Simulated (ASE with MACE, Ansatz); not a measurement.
# Boundary energy of Σ3 (111)[1-10] symmetric tilt boundary in Mo (88 atoms)

What is the boundary energy of this cell, counted against the bulk crystal, and how far does it hang on functional and mesh?

Calculated with Ansatz 0.2.0: Kohn-Sham DFT, PBE, PAW (set soft_2), plane waves; cutoff 420 eV, fermi-dirac smearing of 0.1 eV. Cutoffs: 420 eV for PBE and PBEsol; 500 eV for r2SCAN.

**The cells**

The cell holds 88 atoms: 88 Mo. Cell: a = 8.938 Å, b = 8.938 Å, c = 20.859 Å, α = 90.0°, β = 90.0°, γ = 60.0°. It derives from Mo. The starting structure: Two grains of Mo, one the mirror image of the other in the boundary plane, two boundaries a cell; of 5 trial joints (lateral shifts, openings, close atoms taken out) the lowest after a short relaxation with the MACE-MP-0b2 potential was kept (shift [0, 0] of the surface cell, opening 0.00 Å, one of each pair under 2.06 Å removed), then its atoms and the cell's length along the normal were relaxed with that potential. Lattice constants are starting values near those of PBE.

The bulk reference is Mo2 in a cell of 2 atoms, 15.777 Å³ an atom.

The input of the single point on the relaxed cell:

```yaml
crystal:
  lattice:
    - [8.93783, 0.0, 0.0]
    - [4.46891, 7.74039, 0.0]
    - [0.0, 0.0, 20.85937]
  atoms:
    - { symbol: Mo, position: [0.33333, 0.33333, 0.99352] }
    - { symbol: Mo, position: [0.0, 0.5, 0.02872] }
    - { symbol: Mo, position: [0.16667, 0.16667, 0.07315] }
    - { symbol: Mo, position: [0.33333, 0.33333, 0.11836] }
    [... 82 atom lines left out ...]
    - { symbol: Mo, position: [0.83333, 0.83333, 0.62484] }
    - { symbol: Mo, position: [0.5, 0.5, 0.56657] }
kpoints:
  mp_grid: { grid: [5, 5, 2] }
hamiltonian:
  xc: pbe
scf:
  occupations: { method: fermi_dirac, width: 0.1 }
output:
  forces: true
  stress: true
  populations: true
  dos:
    method: { smearing: { sigma: 0.08 } }
    de: 0.1
    projected:
      site_lists:
        Mo: [Mo]
        lower_grain: [... 52 sites ...]
        upper_grain: [... 36 sites ...]
  eigenvalues: true
  write_density: true
  write_potential: true
  volumetric_format: npy
```

| cell | formula | k-mesh | relaxation steps | gain on relaxing (eV) | free energy, PBE (eV) | time of its runs on this page |
| --- | --- | --- | --- | --- | --- | --- |
| Sigma3 (111)[1-10] symmetric tilt boundary in Mo | Mo88 | 5×5×2 (relaxed on 3×3×1) | 5 | 2.06 | -436114.746 | 46 s |
| bulk Mo | Mo2 | 17×17×17 | - | - | -9912.065 | 8.4 s |

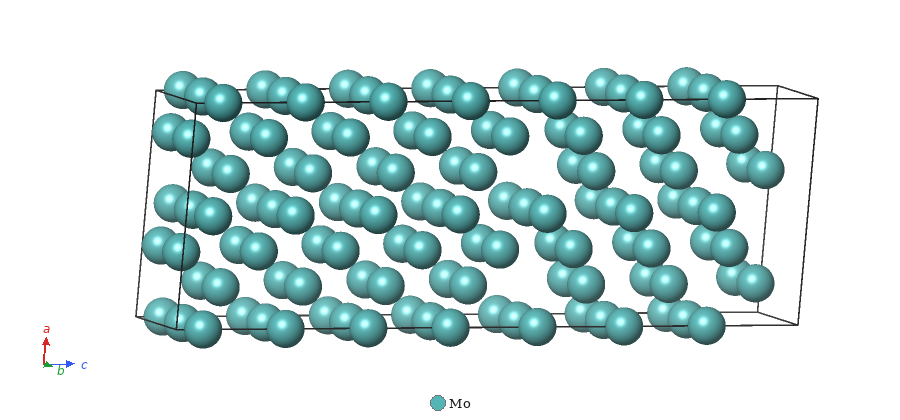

The relaxed cell. Some periodic images of atoms are drawn too.

**Boundary energy**

The excess is the cell's free energy less 44 times that of the bulk cell. It is divided by twice the area, as the cell holds two boundaries, so the value is their mean, and they need not be alike (69.18 Å²), with 1 eV/Å² = 16.022 J/m².

```
           level  k-mesh  excess (eV)  boundary energy (J/m²)  per area (meV/Å²)
             PBE   5×5×2       16.121                   1.867              116.5
PBE, denser mesh   6×6×2       16.143                   1.869              116.7
          r2SCAN   5×5×2       17.959                   2.080              129.8
          PBEsol   5×5×2       17.830                   2.065              128.9
```

Worked for the first row at PBE: (-436114.746) − 44 × (-9912.065) = 16.121 eV (from unrounded energies).

Then 16.121 / (2 × 69.18) × 16.022 = 1.867 J/m².

**Findings**

At PBE the boundary energy is 1.87 J/m². At the same geometries the levels give 1.87 (PBE) to 2.08 J/m² (r2SCAN) and the denser mesh leaves it within 0.01 J/m². Relaxing the atoms lowered it by 0.239 J/m² from the start (on the 3×3×1 mesh of the relaxation), and the farthest atom moved 0.21 Å.

Limits: The cell edges were held, so the lattice is the typed one for every functional, and the length along the normal is the one that the machine-learned potential gave. Cell and bulk are sampled on unlike meshes, and the error grows with the number of atoms subtracted. These are free energies under a smearing of 0.1 eV, whose entropy term isn't removed. The joint was picked among a few trials by a machine-learned potential, and a lower one may exist. In some runs the program notes that positions were snapped to a detected symmetry.

[Logs are printed without paths, hosts, clocks, repeated set-up lines and the standing remarks that a program may print on its own settings, such as how far it seeks lower states.]

[Hosts, paths, dates, database ids (printed as entryN), source tags and the programs' standing remarks are cut or masked in the printed files.]
